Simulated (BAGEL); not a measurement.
**Si2H4ClF (SMILES F[SiH]([SiH3])Cl), step by step**

Wanted: a single-point energy (HF/6-31G*), then the energy (NEVPT2(2,2)/6-31G*), then the energy (CASPT2(2,2)/6-31G*) of Si2H4ClF. 

Program for the calculation: BAGEL 1.2.2.

2 further runs of the same task are left out: 2 set aside as unsound or not needed.

## Step 1: The structure to begin with

The species is Si2H4ClF (8 atoms), meant as a singlet with charge 0. SMILES: `F[SiH]([SiH3])Cl`. The Si3–H8 distance was set to 2.822 Å, away from the relaxed value. At this shape a bond of the SMILES string is far longer than usual.

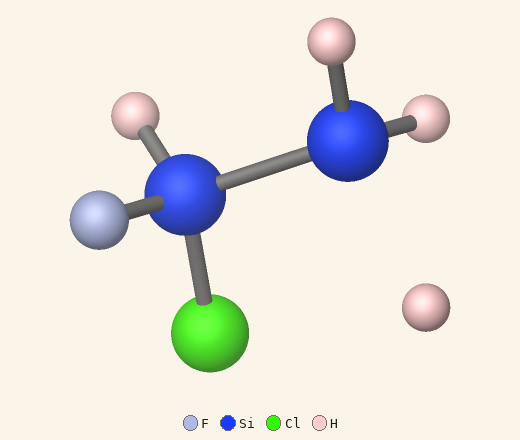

The structure, seen from a chosen angle (fluorine light blue, silicon blue, chlorine green, hydrogen pink).

## Step 2: The energy at HF/6-31G(d) (density fitting with svp-jkfit, spherical functions) (run 1)

The input, job.json:

```json
{ "bagel": [

{
  "title": "molecule",
  "basis": "6-31gs.json",
  "df_basis": "svp-jkfit",
  "geometry": [
    { "atom": "F", "xyz": [ -0.64809291,  4.72392414, -0.76396336 ] },
    { "atom": "Si", "xyz": [  1.13977697,  2.86443363, -2.33035734 ] },
    { "atom": "Si", "xyz": [  2.88191549, -0.17008858,  0.37006129 ] },
    { "atom": "Cl", "xyz": [ -1.03567574,  1.08261087, -4.99146967 ] },
    { "atom": "H", "xyz": [  2.99076371,  4.45671686, -3.69965289 ] },
    { "atom": "H", "xyz": [  4.42525481,  1.08072114,  2.35616344 ] },
    { "atom": "H", "xyz": [  4.51558372, -1.87235387, -1.15249105 ] },
    { "atom": "H", "xyz": [ -1.05182156, -2.97461789,  2.62596342 ] }
  ]
},
{ "title": "hf" },
{ "title": "print", "file": "orbitals.molden", "orbitals": "true" }

]}
```

The basis set 6-31G* is read from a file made from the Basis Set Exchange's data (not shown).

Launch:

```console
BAGEL_NUM_THREADS=1 BAGEL job.json > job.out
```

What it wrote:

```text
* using 1 threads per process

  ===============================================================
  ===============================================================

  *** Geometry ***

  { "atom" : "F", "xyz" : [     -0.648093,      4.723924,     -0.763963 ] },
  { "atom" : "Si", "xyz" : [      1.139777,      2.864434,     -2.330357 ] },
  { "atom" : "Si", "xyz" : [      2.881915,     -0.170089,      0.370061 ] },
  { "atom" : "Cl", "xyz" : [     -1.035676,      1.082611,     -4.991470 ] },
  { "atom" : "H", "xyz" : [      2.990764,      4.456717,     -3.699653 ] },
  { "atom" : "H", "xyz" : [      4.425255,      1.080721,      2.356163 ] },
  { "atom" : "H", "xyz" : [      4.515584,     -1.872354,     -1.152491 ] },
  { "atom" : "H", "xyz" : [     -1.051822,     -2.974618,      2.625963 ] },

  Number of auxiliary basis functions:      533

  Since a DF basis is specified, we compute 2- and 3-index integrals:
    o Being stored without compression. Storage requirement is 0.025 GB

  Number of basis functions:       76
  Number of electrons      :       58

    * METHOD: MOLECULE                             0.31

  *** RHF ***

  === Nuclear Repulsion ===
   272.5065440505

      * DIIS with orbital gradients will be used.

  === RHF iteration (6-31gs.json) ===
      0      -1138.83530548          0.01787668           0.09
      1      -1138.96167094          0.01154659           0.09
      2      -1139.02396359          0.00128341           0.09
      3      -1139.02547865          0.00036126           0.09
      4      -1139.02560002          0.00007203           0.09
      5      -1139.02560746          0.00001920           0.09
      6      -1139.02560808          0.00000573           0.09
      7      -1139.02560814          0.00000163           0.09
      8      -1139.02560815          0.00000051           0.09
      9      -1139.02560815          0.00000017           0.09
     10      -1139.02560815          0.00000006           0.09
     11      -1139.02560815          0.00000002           0.09
     12      -1139.02560815          0.00000001           0.09
    * SCF iteration converged.

    * Permanent dipole moment:
           (   -1.277013,    -0.327623,     0.126653) a.u.

    * METHOD: HF                                   1.38

    * METHOD: PRINT                                0.02

  ===============================================================
```

It took 1.8 s on 1 thread of Arm Neoverse V1, shared host; peak memory 0.15 GiB.

## Step 3: The energy at NEVPT2(2,2)/6-31G(d) (density fitting with svp-jkfit, spherical functions) (run 2)

The input, input.json:

```json
{ "bagel": [

{
  "title": "molecule",
  "basis": "6-31gs.json",
  "df_basis": "svp-jkfit",
  "geometry": [
    { "atom": "F", "xyz": [    -0.64809291,     4.72392414,    -0.76396336 ] },
    { "atom": "Si", "xyz": [     1.13977697,     2.86443363,    -2.33035734 ] },
    { "atom": "Si", "xyz": [     2.88191549,    -0.17008858,     0.37006129 ] },
    { "atom": "Cl", "xyz": [    -1.03567574,     1.08261087,    -4.99146967 ] },
    { "atom": "H", "xyz": [     2.99076371,     4.45671686,    -3.69965289 ] },
    { "atom": "H", "xyz": [     4.42525481,     1.08072114,     2.35616344 ] },
    { "atom": "H", "xyz": [     4.51558372,    -1.87235387,    -1.15249105 ] },
    { "atom": "H", "xyz": [    -1.05182156,    -2.97461789,     2.62596342 ] }
  ]
},

{ "title": "hf" },

{
  "title": "nevpt2",
  "nstate": 1,
  "nact": 2,
  "nclosed": 28,
  "nspin": 0,
  "active": [29, 30],
  "maxiter": 200,
  "natocc": "true",
  "ncore": 16
},

{ "title": "print", "file": "orbitals.molden", "orbitals": "true" }

]}
```

The basis set 6-31G* is read from a file made from the Basis Set Exchange's data (not shown).

Launch:

```console
BAGEL_NUM_THREADS=1 BAGEL input.json > input.out
```

What it wrote:

```text
* using 1 threads per process

  ===============================================================
  ===============================================================

  *** Geometry ***

  { "atom" : "F", "xyz" : [     -0.648093,      4.723924,     -0.763963 ] },
  { "atom" : "Si", "xyz" : [      1.139777,      2.864434,     -2.330357 ] },
  { "atom" : "Si", "xyz" : [      2.881915,     -0.170089,      0.370061 ] },
[... 4 lines of this table left out ...]
  { "atom" : "H", "xyz" : [     -1.051822,     -2.974618,      2.625963 ] },

  Number of auxiliary basis functions:      533

  Since a DF basis is specified, we compute 2- and 3-index integrals:
    o Being stored without compression. Storage requirement is 0.025 GB

[... 18 lines left out ...]
    * SCF iteration converged.
[... 1 line left out ...]
    * Permanent dipole moment:
[... 28 lines left out ...]
    * Second-order optimization converged. *

     guess   0:   closed 1.                   open ..

  === FCI iteration ===

      0  0     -1139.01958166     7.48e-02      0.00
      1  0     -1139.08672654     9.80e-03      0.00
      2  0 *   -1139.08788104     4.34e-16      0.00

     * ci vector, state   0, <S^2> = 0.0000
       2.     0.9094134780
       .2    -0.4158931666

  === DF-NEVPT2 calculation ===

    * 3-index integral transformation done
    * assembly done

      NEVPT2 correlation energy:   -0.4403803754      0.11

          (+0)     -0.4183285802
          (+0)'    -0.0040463014
          (+1)     -0.0044813507
          (+1)'    -0.0000000000
          (+2)     -0.0001595991
          (-1)     -0.0129496244
          (-1)'     0.0000000000
          (-2)     -0.0004149196

      NEVPT2 total energy:       -1139.5282614118

    * METHOD: NEVPT2                               3.88

    * METHOD: PRINT                                0.02

  ===============================================================
```

Run time: 5.7 s. Hardware: 1 thread of Arm Neoverse V1, shared host; peak memory 0.15 GiB.

## Step 4: A single-point energy at CASPT2(2,2)/6-31G(d) (density fitting with svp-jkfit, spherical functions) (run 3)

input.json, as its differences from that of step 3:

```diff
@@ -18,6 +18,8 @@
 
-{ "title": "hf" },
+{
+  "title": "hf"
+},
 
 {
-  "title": "nevpt2",
+  "title": "casscf",
   "nstate": 1,
@@ -25,10 +27,23 @@
   "nclosed": 28,
-  "nspin": 0,
   "active": [29, 30],
   "maxiter": 200,
-  "natocc": "true",
-  "ncore": 16
+  "natocc": "true"
 },
 
-{ "title": "print", "file": "orbitals.molden", "orbitals": "true" }
+{
+  "title": "print",
+  "file": "orbitals.molden",
+  "orbitals": "true"
+},
+
+{
+  "title": "smith",
+  "method": "caspt2",
+  "ms": "true",
+  "xms": "true",
+  "sssr": "true",
+  "shift": 0.2,
+  "shift_imag": "true",
+  "ncore": 16
+}
```

The basis set 6-31G* is read from a file made from the Basis Set Exchange's data (not shown).

Launch:

```console
BAGEL_NUM_THREADS=1 BAGEL input.json > input.out
```

What it wrote:

```text
* using 1 threads per process

  ===============================================================
  ===============================================================

  *** Geometry ***

  { "atom" : "F", "xyz" : [     -0.648093,      4.723924,     -0.763963 ] },
  { "atom" : "Si", "xyz" : [      1.139777,      2.864434,     -2.330357 ] },
  { "atom" : "Si", "xyz" : [      2.881915,     -0.170089,      0.370061 ] },
[... 4 lines of this table left out ...]
  { "atom" : "H", "xyz" : [     -1.051822,     -2.974618,      2.625963 ] },

  Number of auxiliary basis functions:      533

  Since a DF basis is specified, we compute 2- and 3-index integrals:
    o Being stored without compression. Storage requirement is 0.025 GB

[... 18 lines left out ...]
    * SCF iteration converged.
[... 1 line left out ...]
    * Permanent dipole moment:
[... 27 lines left out ...]
    * Second-order optimization converged. *
[... 9 lines left out ...]
     * ci vector, state   0, <S^2> = 0.0000
[... 16 lines left out ...]
    * Zeroth order energy : state  0       -0.5071408510
[... 4 lines left out ...]
       #      aibj      arbs      arbi      airj      risj      airs      arst      rist         Etot      error   time
[... 2 lines left out ...]
       0  -0.41637  -0.00057  -0.01375  -0.00492  -0.00026  -0.00391  -0.00000  -0.00000   -0.4397709  0.0004756   0.06
       1  -0.41639  -0.00057  -0.01376  -0.00495  -0.00027  -0.00395  -0.00000  -0.00000   -0.4398918  0.0000660   0.05
       2  -0.41639  -0.00057  -0.01376  -0.00495  -0.00027  -0.00396  -0.00000  -0.00000   -0.4398941  0.0000083   0.05
       3  -0.41639  -0.00057  -0.01376  -0.00495  -0.00027  -0.00396  -0.00000  -0.00000   -0.4398941  0.0000012   0.05
       4  -0.41639  -0.00057  -0.01376  -0.00495  -0.00027  -0.00396   0.00000  -0.00000   -0.4398941  0.0000001   0.05

      ------------------------------------------------------------------------------------------------------------------

    * CASPT2 energy : state  0    -1139.5303293096
        w/o shift correction      -1139.5277751599
        reference weight              0.8684705401

    * METHOD: SMITH                                0.47

  ===============================================================
```

Run time: 6 s. Hardware: 1 thread of Arm Neoverse V1, shared host; peak memory 0.15 GiB.

## Step 5: Results

| quantity | value |
| --- | --- |
| run 1, HF/6-31G*: total energy | -1139.02561 Eh |
| run 1, HF/6-31G*: dipole moment | 3.37 D |
| run 1, HF/6-31G*: HOMO energy | -9.07 eV |
| run 1, HF/6-31G*: LUMO energy | -0.42 eV |
| run 1, HF/6-31G*: HOMO–LUMO gap | 8.65 eV |
| run 2, NEVPT2(2,2)/6-31G*: total energy | -1139.52826 Eh |
| run 3, CASPT2(2,2)/6-31G*: total energy | -1139.53033 Eh |

**Reading.** One bond (run 1, HF/6-31G*) is far stretched, which a spin-restricted single reference describes badly; a broken-symmetry solution may lie lower.
